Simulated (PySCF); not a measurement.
## Atomic calculation, with input and output: Sn

System: Sn, configuration 1s2 2s2 2p6 3s2 3p6 3d10 4s2 4p6 4d10 5s1 5p3, multiplicity 5.
Method: unrestricted wB97X-V, x2c-TZVPPall plus 1 even-tempered diffuse shell per l, spin-free X2C-1e, Gaussian nucleus (PySCF).

**Input file**
```python
from pyscf import gto, scf, dft, mp, cc
import basis_set_exchange as bse
mol = gto.M(atom="Sn 0 0 0", charge=0, spin=4, symmetry="D2h",
            basis=gto.basis.parse(bse.get_basis("x2c-TZVPPall", elements=["Sn"], fmt="nwchem", augment_diffuse=1)),
            nucmod="G")
mf = dft.UKS(mol, xc="WB97X_V").sfx2c1e()
mf.irrep_nelec = {'Ag': (9, 8), 'B1g': (2, 2), 'B2g': (2, 2), 'B3g': (2, 2), 'B1u': (4, 3), 'B2u': (4, 3), 'B3u': (4, 3)}
mf.kernel()
```

The script is an equivalent of what the driver set up; the driver started from orbitals of its own, so the log can be shorter than this script's would be, and it computed the properties (radii, ⟨L²⟩, response) afterwards. It held the occupations shell by shell, which the script's counts by irreducible representation don't always enforce.

**Output (extracts)**
```
damping factor = 0
level_shift factor = 0
DIIS = <class 'pyscf.scf.diis.CDIIS'>
diis_start_cycle = 1
diis_space = 10
diis_damp = 0
SCF conv_tol = 1e-09
SCF conv_tol_grad = None
number electrons alpha = 27  beta = 23
XC functionals = WB97X_V
    N. Mardirossian and M. Head-Gordon.,  Phys. Chem. Chem. Phys. 16, 9904-9924 (2014)
NLC functional = WB97X_V
cycle= 1 E= -6175.9800615144  delta_E= -0.0077  |g|= 0.0288  |ddm|= 0.166
cycle= 2 E= -6175.98019442074  delta_E= -0.000133  |g|= 0.0102  |ddm|= 0.0482
cycle= 3 E= -6175.98021383159  delta_E= -1.94e-05  |g|= 0.00354  |ddm|= 0.00877
cycle= 4 E= -6175.98021673813  delta_E= -2.91e-06  |g|= 0.000341  |ddm|= 0.00597
cycle= 5 E= -6175.98021683929  delta_E= -1.01e-07  |g|= 3.04e-05  |ddm|= 0.00142
cycle= 6 E= -6175.9802168423  delta_E= -3.02e-09  |g|= 4.12e-06  |ddm|= 0.000262
cycle= 7 E= -6175.98021684236  delta_E= -5.73e-11  |g|= 1.94e-07  |ddm|= 3.34e-05
converged SCF energy = -6175.98021684236  <S^2> = 6.0022257  2S+1 = 5.0008902
```

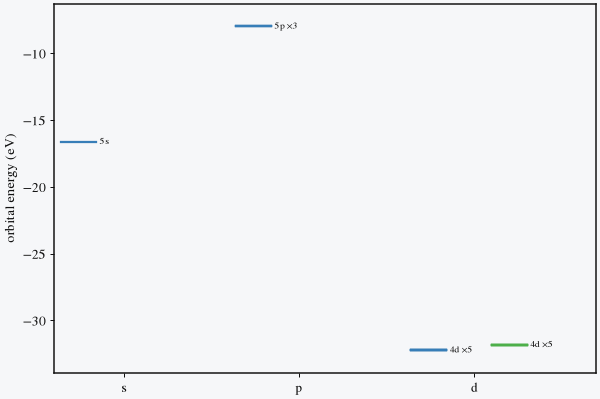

*Orbital energies of the mean field, from the top down to −32.2 eV, by angular momentum, α spin at the left of each column and β at the right; ×n counts the orbitals under one label.*

The highest filled orbital is 5p α at −7.98 eV, the lowest empty one s β at −5.23 eV.

**Summary**

```
      quantity                      value
       outcome                  converged
  total energy         −6175.9802 hartree
          ⟨S²⟩                      6.002
SCF iterations                          7
      hardware  1 CPU thread, shared host
      CPU time    2.4 s (integrals apart)
```

**Notes**

This is not the ground configuration of the species.
